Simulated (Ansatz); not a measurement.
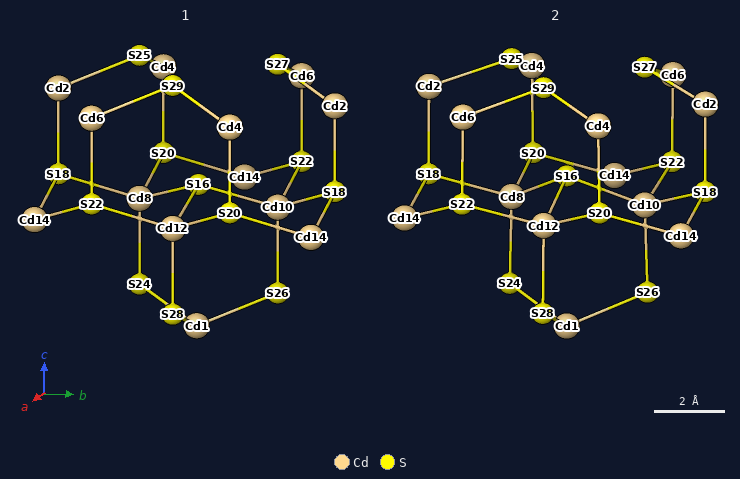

Two geometries of a defect cell of composition Cd15S16, drawn at one scale. One is the start of a relaxation, the other its converged end. Style: ball-and-stick. Shown: the atoms within 5.0 Å of the atom that moves most (axes of the larger cell on standard axes (2 times the calculation's cell) (origin shifted)), slightly off an axis.

The calculation used DFT, PBE, plane-wave PAW, default files, scalar-relativistic in Ansatz 0.2.0. Set-up: plane-wave cutoff 420 eV; k-point mesh 3 × 3 × 2; occupations fermi dirac; smearing width 0.01 eV; collinear spin; atoms relaxed in a fixed cell; force threshold 0.03 eV/Å; at most 40 steps.

Which of the two is the end point?

Structure 2 is the relaxed one. The atoms of the start lie slightly off their symmetric places, so part of the fall in energy undoes that. The atom that moves furthest is S16 (0.29 Å along [1 0 3]). By element the largest moves are S 0.29 Å, Cd 0.11 Å. The lattice vectors keep their values. Some distances before and after: Cd12–S16 2.608 → 2.504 Å, Cd10–S16 2.453 → 2.504 Å, Cd10–S26 2.526 → 2.574 Å, Cd2–S25 2.540 → 2.522 Å. Bond angles that change, for instance: Cd8–S16–Cd10 114.0° → 105.8°, S16–Cd12–S28 107.2° → 114.8°, S16–Cd10–S26 108.4° → 114.8°. The energy falls by 0.168 eV per cell of the calculation in 4 geometry steps. The largest force component goes from 0.53 to 0.011 eV/Å.

Limits of the set-up: the periodic images lie only 8.3 Å apart, so the values are limited by the cell's size.
